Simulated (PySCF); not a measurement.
# C$_{8}$H$_{18}$Si: what the fields show

```yaml
atoms:
  - { symbol: C, position_ang: [2.2232, 1.5757, 0.7411] }
  - { symbol: C, position_ang: [2.1821, 0.4142, 0.1060] }
  - { symbol: C, position_ang: [2.9746, -0.7695, 0.5690] }
  - { symbol: C, position_ang: [1.3278, 0.1853, -1.0974] }
  - { symbol: Si, position_ang: [-0.2727, -0.7928, -0.6999] }
  - { symbol: C, position_ang: [-1.3224, -0.9054, -2.2831] }
  - { symbol: C, position_ang: [-1.2311, 0.0751, 0.7134] }
  - { symbol: C, position_ang: [-1.6915, 1.4771, 0.3182] }
  - { symbol: C, position_ang: [-2.4286, -0.7545, 1.1707] }
  - { symbol: H, position_ang: [2.8280, 1.7245, 1.6198] }
  - { symbol: H, position_ang: [1.6565, 2.4290, 0.4084] }
  - { symbol: H, position_ang: [3.6289, -1.1208, -0.2284] }
  - { symbol: H, position_ang: [3.5821, -0.5196, 1.4351] }
  - { symbol: H, position_ang: [2.3053, -1.5873, 0.8319] }
  - { symbol: H, position_ang: [1.0589, 1.1427, -1.5437] }
  - { symbol: H, position_ang: [1.8937, -0.3700, -1.8459] }
  - { symbol: H, position_ang: [0.0656, -2.1625, -0.2630] }
  - { symbol: H, position_ang: [-1.5769, 0.0773, -2.6697] }
  - { symbol: H, position_ang: [-0.7923, -1.4380, -3.0666] }
  - { symbol: H, position_ang: [-2.2499, -1.4377, -2.0978] }
  - { symbol: H, position_ang: [-0.5529, 0.1797, 1.5673] }
  - { symbol: H, position_ang: [-0.8464, 2.0942, 0.0237] }
  - { symbol: H, position_ang: [-2.1920, 1.9657, 1.1537] }
  - { symbol: H, position_ang: [-2.3922, 1.4300, -0.5130] }
  - { symbol: H, position_ang: [-2.9255, -0.2808, 2.0167] }
  - { symbol: H, position_ang: [-3.1539, -0.8533, 0.3658] }
  - { symbol: H, position_ang: [-2.1184, -1.7521, 1.4728] }
```

Geometry: GFN2-xTB.

These are results of PBE0/pcSseg-1, SCF density, gas phase, non-relativistic (PySCF), not measurements.

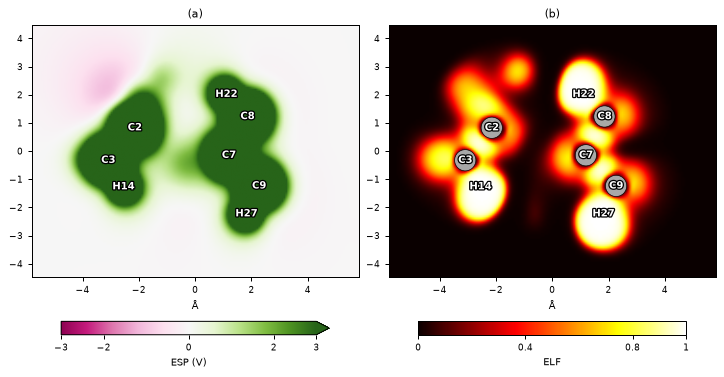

Figure 1. (a) electrostatic potential; (b) ELF on the plane of atoms C7, C9 and H27. Grey discs cover the atomic cores in the ELF map.

What does the map show?

- The section cuts through C and H sites.
- C–H (1.09 Å): the ELF climbs to about 1 towards the hydrogen, as it does in any bond to H; a covalent bond by its length.
- C–C (1.50 Å): the ELF peaks at about 0.95 between the atoms; a covalent bond.
- Outside the dense part of the molecule the potential is most negative (−1.1 V) near C1, which lies off the plane.

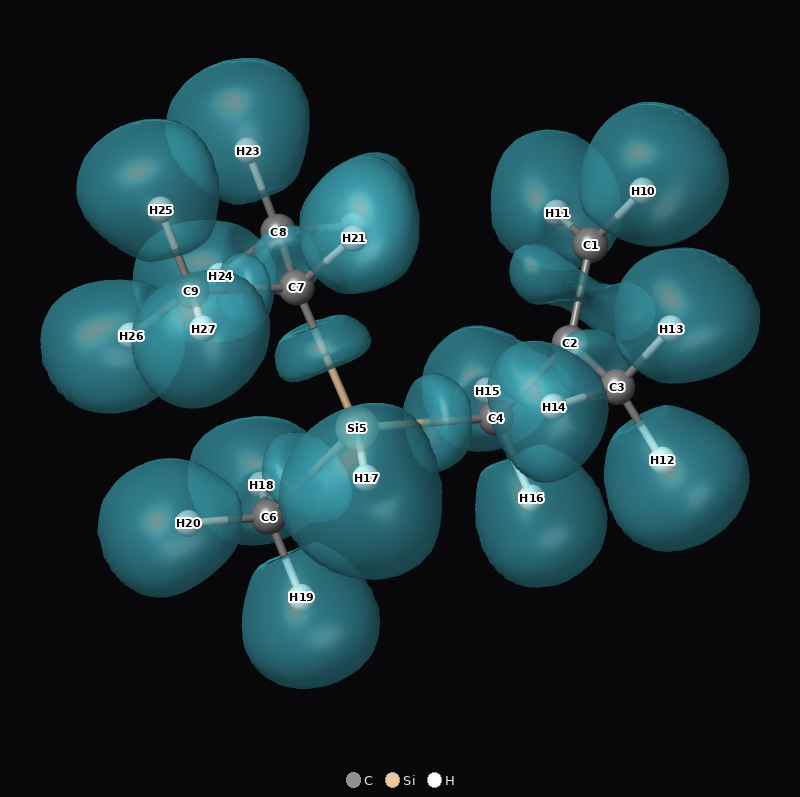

Figure 2. Isosurface of the ELF at 0.8 (cyan), seen at a tilt. Core shells and regions of very low density are left out.

Where are the electrons localised?

The surface consists of five regions between bonded C–C atoms (shared pairs), three regions between bonded C–Si atoms (shared pairs) and 18 regions around hydrogen nuclei. Profiles from the grid: C–C (1.32 Å): the ELF peaks at about 0.95 between the atoms: a multiple bond. C–Si (1.90 Å): the ELF peaks at about 0.95 between the atoms; localised, covalent bonding.

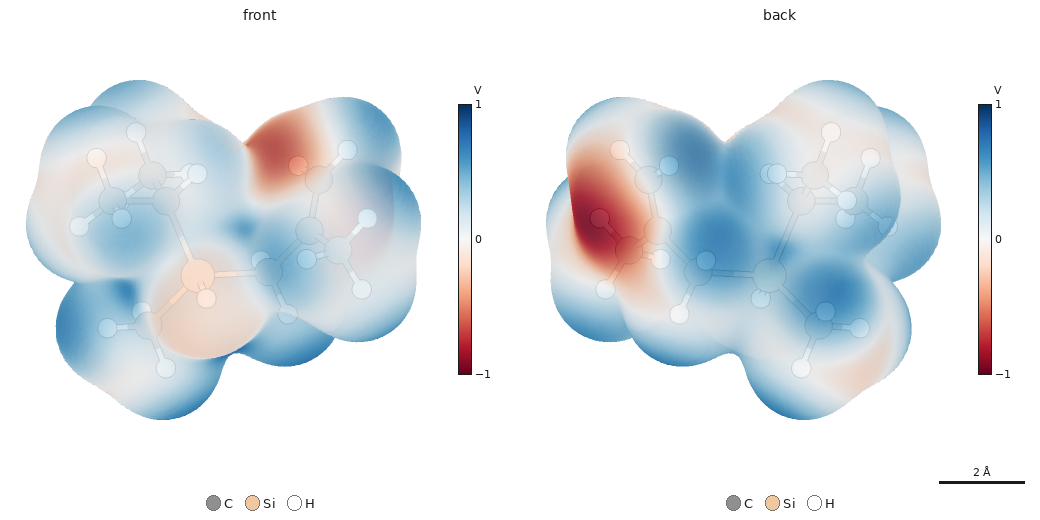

Figure 3. The molecular electrostatic potential painted on the density surface at 0.002 e/bohr³, seen from the front and from behind; the colour scale runs from red (negative) to blue (positive).

Describe the electrostatic potential map.

The most negative region (about −0.9 V) lies over the π face of C1 and C2, the most positive (about +0.7 V) over the H and Si atoms.

What dipole moment does the calculation give?

Its dipole moment is 0.44 D.
